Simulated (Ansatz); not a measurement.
**Ti: response to strain**

Start from Ti in the hcp (Mg type) structure (space group P6_3/mmc, No. 194; a = 2.902 Å, c = 4.593 Å; relaxed with 0.1 eV smearing). Axes: x lies along a and z along c of the hexagonal cell.

Strains are applied to the cell and any free atomic positions relax.

Calculations: PBEsol (Ansatz, an electronic-structure program), spin-orbit coupling left out.

Notes on the quantities. energy relative to the base: free energy F.

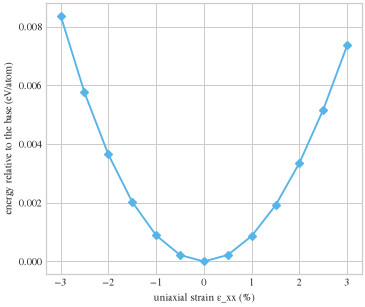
Figure: Energy relative to the base against uniaxial strain ε_xx

From the plot, what is the energy relative to the base for uniaxial strain ε_xx = −2.00 %?

About 0.0036 eV/atom.

Is the trend monotonic over the range shown?

No, it turns within the range, spanning 0 meV/atom to +8.4 meV/atom.

Whether these cells are dynamically stable was not tested. All final runs are without spin polarisation.
